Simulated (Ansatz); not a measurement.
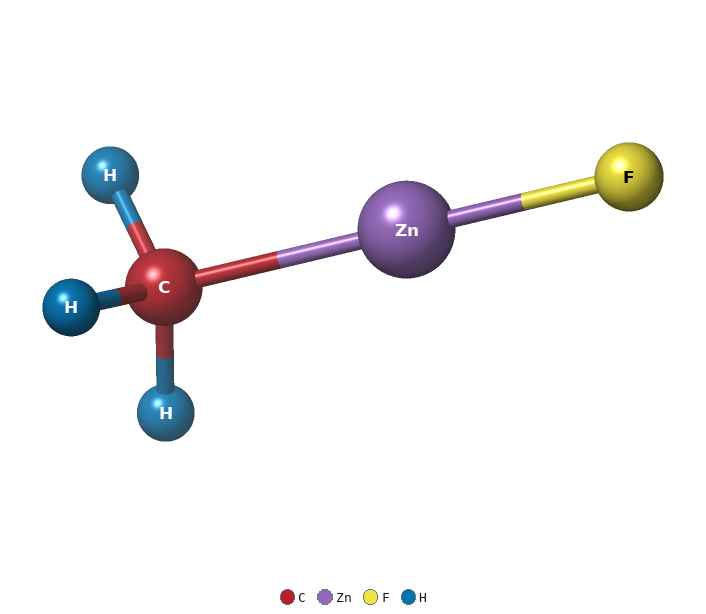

A ball-and-stick model of a molecule. Every bond is drawn as one stick, whatever its order.

Question: Count the atoms of each element.

Answer: CH3FZn, 6 atoms: 1 carbon, 3 hydrogen, 1 fluorine and 1 zinc.

Question: What is its SMILES?

Answer: [CH3][Zn][F]

Question: How many bonds of each kind are drawn?

Answer: 3 C–H, 1 C–Zn, 1 F–Zn.

The parts below concern this one geometry. Atoms keep their numbers from picture to picture. The geometry was computed by an optimisation with PBE0-D4/def2-TZVP.

Geometry

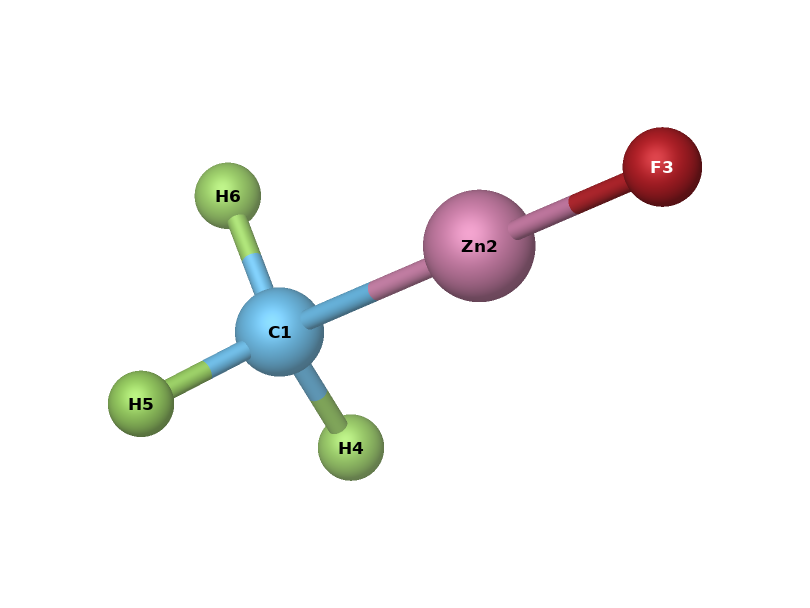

Atoms carry their numbers in the input.

Give these bond angles: Zn2–C1–H4, H4–C1–H5, C1–Zn2–F3.

```csv
angle,degrees
Zn2–C1–H4,110.3
H4–C1–H5,108.6
C1–Zn2–F3,180.0
```

Thermal motion

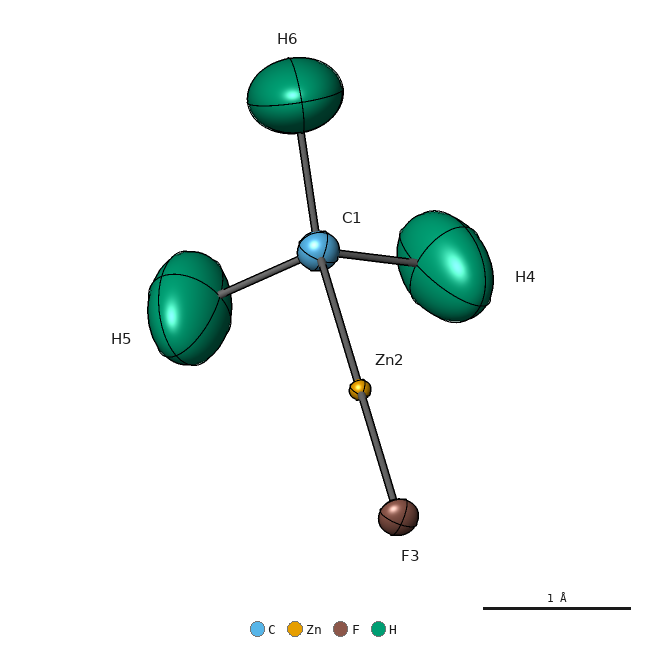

Displacement ellipsoids at the 50 % level, enlarged 2 times, from the internal vibrations of the free molecule (harmonic, no overall translation or rotation; no half-axis is drawn under 0.075 Å). Vibrations computed with RKS PBE0-D4/def2-TZVP (Ansatz 0.2.0). Temperature: 0 K (zero-point motion alone).

Question: Which atom has the largest mean-square displacement?

Answer: H4, H5, H6, with U_eq = 0.0137 Å².

Question: Does H4 move more along its bond or across it?

Answer: Across it: the root-mean-square amplitude is 0.084 Å along the bond and up to 0.151 Å across, since bending and torsion are softer than stretching.

List U_eq and the three principal root-mean-square amplitudes for each kind of atom.

```tsv
atom	U_eq (Å²)	rms amplitudes (Å)
C1	0.0021	0.044, 0.047, 0.047
Zn2	0.00042	0.011, 0.024, 0.024
F3	0.0017	0.034, 0.045, 0.045
H4, H5, H6	0.0137	0.083, 0.106, 0.151
```

Charges

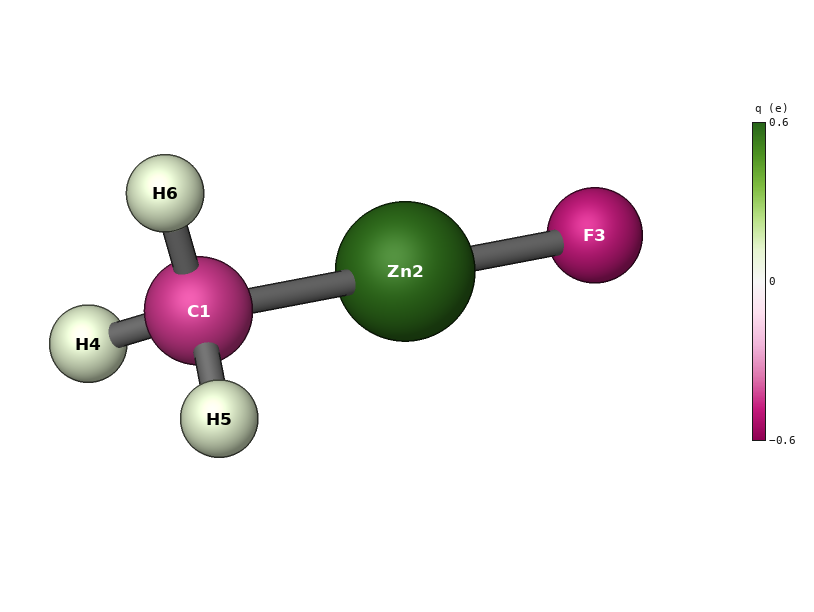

Atoms are coloured by their Mulliken charges. Level of theory: RKS B3LYP-D4/def2-TZVPP (Ansatz 0.2.0).

List the Mulliken charges.

```
atom  value (e)
  C1      −0.44
 Zn2       0.58
  F3      −0.49
  H4       0.12
  H5       0.12
  H6       0.12
```

Electronic properties

Level of theory: RKS ωB97M-V/def2-SVP (Ansatz 0.2.0).

Question: Give the HOMO energy (Kohn–Sham orbital) at this level.

Answer: −10.78 eV.

Question: Give the HOMO–LUMO gap at this level.

Answer: 11.89 eV.

Mulliken values depend strongly on the basis set and can even reverse the polarity of a bond.
